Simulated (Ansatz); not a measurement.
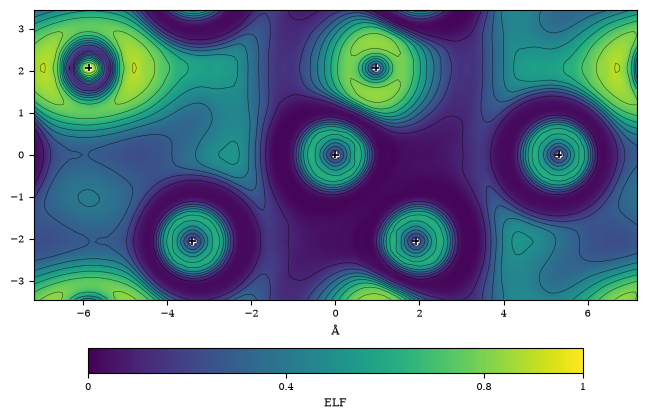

The ELF on a plane through atoms (crosses mark nuclei in the plane).

All numbers below come from DFT PBE, scalar-relativistic, plane waves, PAW in Ansatz.

Candidates:
A. ScGa$_{2}$As$_{3}$, a = 12.61 Å, b = 7.28 Å, c = 6.65 Å, α = 90.00°, β = 90.00°, γ = 90.00°. Space group Cmc2₁; a generated structure, not necessarily the stable one.
B. Na$_{4}$AlO, a = 3.58 Å, b = 3.58 Å, c = 13.66 Å, α = 90.00°, β = 90.00°, γ = 120.00°. Space group P-3m1; a generated structure, not necessarily the stable one; computed without spin polarisation.
C. Ti$_{2}$GaS$_{3}$, a = 3.20 Å, b = 3.20 Å, c = 10.29 Å, α = 90.00°, β = 90.00°, γ = 120.00°. Space group P-6m2; a generated structure, not necessarily the stable one; changed on purpose from its base cell (volume × 0.88, shape and atoms relaxed); computed pressure about 12 GPa in this cell; computed without spin polarisation.

Question: Which system is this?

Answer: Candidate B: Na$_{4}$AlO on the (110) plane of the conventional cell, which holds Na, Al and O. Na–O (2.28 Å): the ELF peaks at about 0.85 in the valence shell of O, 0.6 Å from its nucleus, and is about 0.15 at the midpoint; no localised pair shows between them.
